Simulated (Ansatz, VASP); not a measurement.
**Te2Mo: VASP beside Ansatz**

Aim: how closely do two programs agree when they are given the same cell, functional and k mesh? The cell is taken from a series of runs on this material, whose earlier steps may have relaxed or scaled it; both programs get it as it stands.

Method: plane waves, with VASP 6.6.1 beside it; single point at PBE, in Ansatz 0.2.0.

### Step 1. The structure

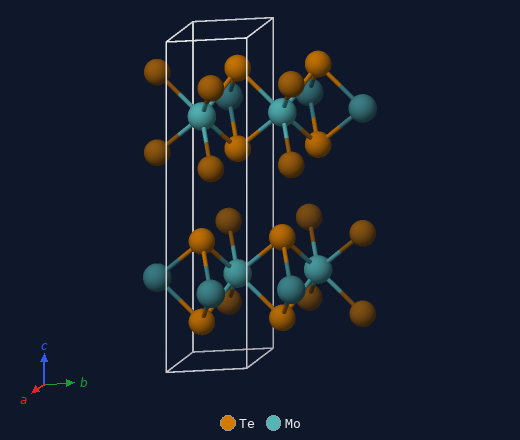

The cell as given, slightly off an axis (tellurium orange, molybdenum teal). 1×2×1 cells are drawn. Some periodic images of atoms are drawn too.

### Step 2. Ansatz: single point, PBE

Ansatz runs on its default PAW (the set named soft_2) files.

With cell and atoms fixed, the geometry can't cause a difference; cores, projectors, grids and the points listed under the comparison can.

input.yaml

```yaml
crystal:
  lattice:
    - [3.55214605, 0.0, 0.0]
    - [-1.77607303, 3.07624872, 0.0]
    - [0.0, 0.0, 14.84810563]
  atoms:
    - { symbol: Te, position: [0.33333333, 0.66666667, 0.62808754] }
    - { symbol: Te, position: [0.66666667, 0.33333333, 0.12808754] }
    - { symbol: Te, position: [0.33333333, 0.66666667, 0.87191246] }
    - { symbol: Te, position: [0.66666667, 0.33333333, 0.37191246] }
    - { symbol: Mo, position: [0.33333333, 0.66666667, 0.25] }
    - { symbol: Mo, position: [0.66666667, 0.33333333, 0.75] }
hamiltonian:
  xc: pbe
  pseudopotentials: { kind: paw }
kpoints:
  mp_grid: { grid: [6, 6, 2] }
scf:
  occupations: { method: gaussian, width: 0.05 }
  n_extra_bands: 5
output:
  forces: true
  stress: true
  eigenvalues: true
```

The run is started by

```bash
ansatz run input.yaml --threads 4 --pin off --max-ram 9216MiB --backend cpu --events-out ev --progress --plain --runs-dir out
```

Numbers of over 12 decimals in the logs are rounded to 6 here.

What it wrote:

```text
scf.n_extra_bands = 5 over 46 filled bands (N_el = 92.0): the run solves 51 bands
Engine: ansatz 0.2.0, aarch64-unknown-linux-gnu
Pseudopotentials: kind: paw
Pseudopotential: Te, paw, valence charge 16, recommended cutoff 420 eV (normal), Te.paw.azcp
Pseudopotential: Mo, paw, valence charge 14, recommended cutoff 420 eV (normal), Mo.paw.azcp
Functional definition: PBE
  parameter kappa = 0.804
  parameter beta = 0.066725
  exchange = pbe_x(kappa = kappa, mu = beta*pi^2/3)
  correlation = pbe_c(beta = beta)
Crystal: 6 atoms, lattice volume = 162.249 Å³
Basis set: ecut = 420 eV, 3151 PW (Γ), exchange–correlation on 48×48×200 points (8 copies of the dense FFT grid, shifted against one another)
Bands: 51, of which v1, the nominal top of the filled ones, is band 46 counted from 1 (45 counted from 0)
Symmetry: 24 space group operations
Space group: P63/mmc (ITA 194), of the structure as read, at distance tolerance 5.5e-5 Å
k-points: 14 of 72
Non-local potential: Te, projectors of the file, l = 0: 2, l = 1: 2, l = 2: 2, l = 3: 2
Non-local potential: Mo, projectors of the file, l = 0: 3, l = 1: 2, l = 2: 2, l = 3: 1
PAW form: soft (Blöchl's): semilocal exchange-correlation on the pseudo side does not see the compensation charge
PAW one-centre angular grid: Te, 590 points (default); XC on 64 Gauss nodes
PAW one-centre angular grid: Mo, 590 points (default); XC on 64 Gauss nodes
Initial density: superposition of atomic densities (neutral atoms: chi_scale 0, normalization atom), corrected by the library's trained network
Initial wavefunctions: pseudopotential atomic-orbital guess
Functional: x = pbe(κ = 0.804, μ = 0.219515), c = pbe(β = 0.066725)
SCF iter   1: F=—  HF=-37833.465556 eV  |F-HF|=—  |Δ(HF+E_count)|=         —  Δρ=4.25e-3  dr2=1.41e-2  ethr=1.77e-3  ⟨swp⟩=6.2  Hψ=2669  notcnv=0
preconditioner: auto → Resta (q_TF=auto, 2.482 Å⁻¹)  ε∞=9.1  [insulator: Δε(μ)=1.001 eV  Ē_g=6.139 eV  σ=0.050 eV  W_gap=1.00  n_scr=52 (ndim 8)  ℏωp=17.5 eV  f_vac=0.067  D(μ)=0.00/eV (n_scr^D=0)  ε∞_Penn≈9.1]
SCF iter   2: F=—  HF=-37833.472956 eV  |F-HF|=—  |Δ(HF+E_count)|=   7.40e-3  Δρ=2.46e-3  dr2=4.10e-3  ethr=1.53e-5  ⟨swp⟩=2.0  Hψ=1140  notcnv=0
SCF iter   3: F=—  HF=-37833.476517 eV  |F-HF|=—  |Δ(HF+E_count)|=   3.56e-3  Δρ=1.02e-3  dr2=3.09e-3  ethr=4.46e-6  ⟨swp⟩=2.0  Hψ=933  notcnv=0
SCF iter   4: F=—  HF=-37833.476675 eV  |F-HF|=—  |Δ(HF+E_count)|=   1.57e-4  Δρ=1.51e-4  dr2=4.87e-5  ethr=3.36e-6  ⟨swp⟩=2.0  Hψ=876  notcnv=0
SCF iter   5: F=—  HF=-37833.476726 eV  |F-HF|=—  |Δ(HF+E_count)|=   5.12e-5  Δρ=5.51e-5  dr2=1.27e-5  ethr=5.30e-8  ⟨swp⟩=2.0  Hψ=947  notcnv=0
SCF iter   6: F=—  HF=-37833.476731 eV  |F-HF|=—  |Δ(HF+E_count)|=   5.27e-6  Δρ=1.56e-5  dr2=6.75e-7  ethr=1.38e-8  ⟨swp⟩=2.0  Hψ=934  notcnv=0
SCF iter   7: F=-37833.476732 eV  HF=-37833.476732 eV  |F-HF|=4.08e-8  |Δ(HF+E_count)|=   4.47e-7  Δρ=5.01e-6  dr2=6.87e-8  ethr=1.09e-10  ⟨swp⟩=9.1  Hψ=3012  notcnv=0
SCF 1 converged in 7 iterations: F = -37833.476732 eV  dr2 = 6.87e-8
  greatest PAW one-centre occupation: 0.998 electrons in one spin orbital (limit 2), on the Mo atom at site 5 (counted from 0), in its partial waves of l = 0
SCF converged after 7 iterations
Free energy (F): -37833.476732 eV
Harris-Foulkes:  -37833.476732 eV  (|F-HF|=4.08e-8)
Internal energy: -37833.476732 eV  (E = F + TS)
E sigma→0 (E₀):  -37833.476732 eV
Fermi energy:    11.545317 eV
--- Per-component energies (eV) ---
  E_band       = -1262.228630
  E_kinetic    = 1605.812871
  E_local      = -8545.948339  (includes V_loc(G=0)·N_el)
  E_nonlocal   = -952.868042
  E_hartree    = 4657.952427
  E_xc         = -864.258844
  E_vxc        = -874.850484  (∫ρ·V_xc dr)
  E_paw        = -25053.791446  (= ΣΔE_a)
  E_vpaw       = -1810.267662  (= ΣTr[D̂ρ^β])
  E_aug_tail   = -0.000662  (compensation charges beyond the density's cutoff)
  E_ewald      = -8680.374698
  E_smearing   = -0.000000  (= −TS)
  E_closure    = -0.000000  (closes the sum)
  Σ components = -37833.476732   (vs F -37833.476732, Δ=0.00e0)
--- Forces (eV/Å), atoms counted from 1 ---
  atom   1  Te     0.00000000    -0.00000000     0.01165349
  atom   2  Te    -0.00000000     0.00000000     0.01165349
  atom   3  Te     0.00000000     0.00000000    -0.01165349
  atom   4  Te    -0.00000000    -0.00000000    -0.01165349
  atom   5  Mo     0.00000000     0.00000000     0.00000000
  atom   6  Mo    -0.00000000    -0.00000000     0.00000000
  max |Σ_I F_I| component: 3.47e-18 eV/Å
--- Stress (GPa, compression-positive) ---
        0.213456       0.000000      -0.000000
        0.000000       0.213456       0.000000
       -0.000000       0.000000       0.171305
  P = ⅓ Tr σ = 0.1994 GPa (1.994 kbar)
--- Band table (eV; the first three rows and the last of 14) ---
  k-point 0: bands = [... 42 lower, 10.1341, 10.2229, 10.3209, 10.9722, 14.0000, 14.0000, 14.0610, 14.0610, ... 1 higher]
  k-point 1: bands = [... 42 lower, 10.1266, 10.1266, 10.8379, 10.8379, 14.0237, 14.0237, 14.0237, 14.0237, ... 1 higher]
  k-point 2: bands = [... 42 lower, 9.9426, 10.2560, 10.6408, 10.6605, 12.8515, 13.1165, 13.1473, 13.3316, ... 1 higher]
  k-point 13: bands = [... 42 lower, 9.2302, 9.2302, 10.9813, 10.9813, 12.0796, 12.0796, 12.8203, 12.8203, ... 1 higher]
```

The run ends at a pressure of 0.20 GPa, with forces up to 0.012 eV/Å.

### Step 3. VASP: single point, PBE

The same cell, functional, mesh and smearing now go to VASP, with its own data sets and cutoff.

Lines of VASP's logs that name or quote its potential files are left out, and so is its time.

INCAR

```
SYSTEM = Te2Mo
PREC = Accurate
ENCUT = 400
EDIFF = 1E-06
NELM = 100
ISMEAR = 0
SIGMA = 0.05
LREAL = .FALSE.
ALGO = Normal
GGA = PE
NBANDS = 32
LASPH = .TRUE.
LORBIT = 11
LWAVE = .FALSE.
LCHARG = .FALSE.
KPAR = 2
ISIF = 2
```

POSCAR

```
Te2Mo
1.0
    3.5521460500      0.0000000000      0.0000000000
   -1.7760730300      3.0762487200      0.0000000000
    0.0000000000      0.0000000000     14.8481056300
Te Mo
4 2
Direct
    0.3333333300      0.6666666700      0.6280875400
    0.6666666700      0.3333333300      0.1280875400
    0.3333333300      0.6666666700      0.8719124600
    0.6666666700      0.3333333300      0.3719124600
    0.3333333300      0.6666666700      0.2500000000
    0.6666666700      0.3333333300      0.7500000000
```

KPOINTS

```
Automatic mesh
0
Gamma
6 6 2
0 0 0
```

Potentials, in the order of the species: Te and Mo_sv (PBE family, release 64).

The run is started by

```bash
mpirun -np 2 vasp_std
```

What it wrote:

```text
[banner, memory and clock lines left out]
running    2 mpi-ranks, on    1 nodes
 distrk:  each k-point on    1 cores,    2 groups
 distr:  one band on    1 cores,    1 groups

 POSCAR found type information on POSCAR TeMo
 POSCAR found :  2 types and       6 ions
 LDA part: xc-table for (Slater+PW92), standard interpolation
 POSCAR, INCAR and KPOINTS ok, starting setup
 FFT: planning ... GRIDC
 FFT: planning ... GRID_SOFT
 FFT: planning ... GRID
 WAVECAR not read
 entering main loop
       N       E                     dE             d eps       ncg     rms          rms(c)
DAV:   1     0.326720587431E+03    0.32672E+03   -0.23988E+04  1088   0.117E+03
DAV:   2    -0.186699020492E+02   -0.34539E+03   -0.33593E+03  1152   0.296E+02
DAV:   3    -0.368918414649E+02   -0.18222E+02   -0.18015E+02  1128   0.582E+01
DAV:   4    -0.373748797458E+02   -0.48304E+00   -0.48158E+00  1144   0.943E+00
DAV:   5    -0.373917847657E+02   -0.16905E-01   -0.16901E-01  1200   0.165E+00    0.206E+01
DAV:   6    -0.366459263700E+02    0.74586E+00   -0.95215E+00  1000   0.150E+01    0.885E+00
DAV:   7    -0.365075984092E+02    0.13833E+00   -0.87281E+00   984   0.122E+01    0.632E+00
DAV:   8    -0.360737214257E+02    0.43388E+00   -0.16352E+00  1112   0.580E+00    0.282E+00
DAV:   9    -0.360720046735E+02    0.17168E-02   -0.27081E-01  1128   0.234E+00    0.107E+00
DAV:  10    -0.360651070209E+02    0.68977E-02   -0.48005E-02  1120   0.111E+00    0.293E-01
DAV:  11    -0.360655276922E+02   -0.42067E-03   -0.21630E-03  1080   0.244E-01    0.179E-01
DAV:  12    -0.360654522563E+02    0.75436E-04   -0.13975E-04  1080   0.674E-02    0.124E-01
DAV:  13    -0.360654420580E+02    0.10198E-04   -0.14254E-04  1152   0.600E-02    0.347E-02
DAV:  14    -0.360654439277E+02   -0.18697E-05   -0.69967E-06  1000   0.108E-02    0.301E-02
DAV:  15    -0.360654443041E+02   -0.37646E-06   -0.16623E-06   856   0.566E-03
   1 F= -.36065444E+02 E0= -.36065444E+02  d E =-.879503E-21
```

OUTCAR, selected parts (step 3):

```text
ion  position               nearest neighbor table
   1  0.333  0.667  0.628-   6 2.74   6 2.74   6 2.74   3 3.62
   2  0.667  0.333  0.128-   5 2.74   5 2.74   5 2.74   4 3.62
   3  0.333  0.667  0.872-   6 2.74   6 2.74   6 2.74   1 3.62
   4  0.667  0.333  0.372-   5 2.74   5 2.74   5 2.74   2 3.62
   5  0.333  0.667  0.250-   2 2.74   4 2.74   2 2.74   4 2.74   2 2.74   4 2.74
   6  0.667  0.333  0.750-   1 2.74   3 2.74   1 2.74   3 2.74   1 2.74   3 2.74

  LATTYP: Found a hexagonal cell.
 ALAT       =     3.5521460500
 C/A-ratio  =     4.1800380449

 Subroutine GETGRP returns: Found 24 space group operations
 (whereof 12 operations were pure point group operations)

The static configuration has the point symmetry D_3d.
 The point group associated with its full space group is D_6h.

 Found     14 irreducible k-points:

   k-points           NKPTS =     14   k-points in BZ     NKDIM =     14   number of bands    NBANDS=     32

   dimension x,y,z NGX =    24 NGY =   24 NGZ =   98
   dimension x,y,z NGXF=    48 NGYF=   48 NGZF=  196

   ENCUT  =  400.0 eV  29.40 Ry    5.42 a.u.   5.79  5.79 24.21*2*pi/ulx,y,z

   NELECT =      52.0000    total number of electrons

 k-points in reciprocal lattice and weights: Automatic mesh
   0.00000000  0.00000000  0.00000000       0.014
   0.16666667  0.00000000  0.00000000       0.083
   0.33333333  0.00000000  0.00000000       0.083
   0.50000000  0.00000000  0.00000000       0.042
   0.16666667  0.16666667  0.00000000       0.083
   0.33333333  0.16666667  0.00000000       0.167
   0.33333333  0.33333333  0.00000000       0.028
   0.00000000  0.00000000  0.50000000       0.014
   0.16666667  0.00000000  0.50000000       0.083
[...]
0.33333333  0.16666667  0.50000000       0.167
   0.33333333  0.33333333  0.50000000       0.028

 average (electrostatic) potential at core
       1 -87.1417       2 -87.1417       3 -87.1417       4 -87.1417       5 -74.4507
       6 -74.4507

 E-fermi :   7.3756

 k-point     1 :       0.0000    0.0000    0.0000
  band No.  band energies     occupation
    ...
     22       6.1335      2.00000
     23       6.1335      2.00000
     24       6.2267      2.00000
     25       6.3329      2.00000
     26       6.9807      2.00000
     27      10.0092      0.00000
     28      10.0092      0.00000
     29      10.0695      0.00000
     30      10.0695      0.00000
     31      10.2548      0.00000
    ...

 k-point     2 :       0.1667    0.0000    0.0000
  band No.  band energies     occupation
    ...
     22       5.7041      2.00000
     23       5.9495      2.00000
     24       6.2594      2.00000
     25       6.6573      2.00000
     26       6.6682      2.00000
     27       8.8601      0.00000
     28       9.1229      0.00000
     29       9.1555      0.00000
     30       9.3348      0.00000
     31       9.5615      0.00000
    ...

 k-point     3 :       0.3333    0.0000    0.0000
  band No.  band energies     occupation
    ...
     22       5.8005      2.00000
     23       5.9705      2.00000
     24       6.1116      2.00000
     25       6.2840      2.00000
     26       6.3493      2.00000
     27       8.2747      0.00000
     28       8.6648      0.00000
     29       8.7287      0.00000
     30       8.7759      0.00000
     31       9.2958      0.00000
    ...

  Total       -0.0018156     -0.0018156      0.0309742      0.0000000      0.0000000     -0.0000000
  in kB       -0.0179286     -0.0179286      0.3058635      0.0000000      0.0000000     -0.0000000
  external PRESSURE =       0.0900021 kB  Pullay stress =       0.0000000 kB

  energy-cutoff  :      400.00
  volume of cell :      162.25
      direct lattice vectors                 reciprocal lattice vectors
     3.552146050  0.000000000  0.000000000     0.281519956  0.162535623  0.000000000
    -1.776073030  3.076248720  0.000000000     0.000000000  0.325071245  0.000000000
     0.000000000  0.000000000 14.848105630     0.000000000  0.000000000  0.067348659

 POSITION                                       TOTAL-FORCE (eV/Angst)
 -----------------------------------------------------------------------------------
     -0.00000      2.05083      9.32591        -0.000000     -0.000000     -0.003004
      1.77607      1.02542      1.90186        -0.000000      0.000000     -0.003004
     -0.00000      2.05083     12.94625        -0.000000     -0.000000      0.003004
      1.77607      1.02542      5.52220         0.000000      0.000000      0.003004
     -0.00000      2.05083      3.71203         0.000000      0.000000      0.000000
      1.77607      1.02542     11.13608        -0.000000     -0.000000      0.000000
 -----------------------------------------------------------------------------------
    total drift:                               -0.000014      0.000008     -0.000000

  FREE ENERGIE OF THE ION-ELECTRON SYSTEM (eV)
  ---------------------------------------------------
  free  energy   TOTEN  =       -36.0654443041 eV

  energy  without entropy=      -36.0654443041  energy(sigma->0) =      -36.06544430

 total charge
# of ion       s       p       d       tot
------------------------------------------
    1        1.385   1.971   0.059   3.415
    2        1.385   1.971   0.059   3.415
    3        1.385   1.971   0.059   3.415
    4        1.385   1.971   0.059   3.415
    5        2.250   6.141   3.957  12.349
    6        2.250   6.141   3.957  12.349
--------------------------------------------------
tot         10.040  20.165   8.151  38.356

[... 3 further parts left out ...]
```

The run ends at a pressure of 0.01 GPa, with forces up to 0.0030 eV/Å.

### Step 4. Side by side

Known differences besides the PAW data sets themselves: the data sets hold 92 valence electrons in Ansatz (default PAW (the set named soft_2) files) and 52 in VASP; the cutoff is 420 eV in Ansatz and 400 eV in VASP. Total energies have different zeros and are not compared.

The two programs side by side:

```tsv
quantity	Ansatz	VASP	difference
pressure (GPa)	0.20	0.01	+0.19
gap on the k mesh (eV)	0.988	0.993	-0.005
```

At this near-relaxed geometry the largest component of a force difference is 15 meV/Å.

### Step 5. Further runs

How far does this hang on the set-up? Further runs change one program's set-up at a time, as the table lists.

```tsv
run	difference in gap on the k mesh (eV)
as above	-0.0051
VASP with the data sets Te_GW and Mo_sv_GW and a cutoff of 560 eV	-0.0012
```

### Step 6. Results

```json
{"difference in gap on the k mesh (single point, PBE)": "-0.0051 eV", "r.m.s. force difference (single point, PBE)": "6.9 meV/Å"}
```

**Reading.** The r.m.s. force difference is 6.9 meV/Å (single point, PBE), within the 12 meV/Å picked in this series as the mark of a large difference. For single point, PBE: with VASP with the data sets Te_GW and Mo_sv_GW and a cutoff of 560 eV the difference in gap on the k mesh shrinks in size, from -0.0051 to -0.0012 eV. Differences of this kind measure data sets and numerical settings, not the functional's error against experiment.

[Lines on the potential files, build, host, timing and source positions are cut from VASP's logs without a mark.]

[Logs are printed without paths, hosts, clocks, repeated set-up lines and the standing remarks that a program may print on its own settings, such as how far it seeks lower states.]

[Hosts, paths, dates, database ids (printed as entryN), source tags and the programs' standing remarks are cut or masked in the printed files.]
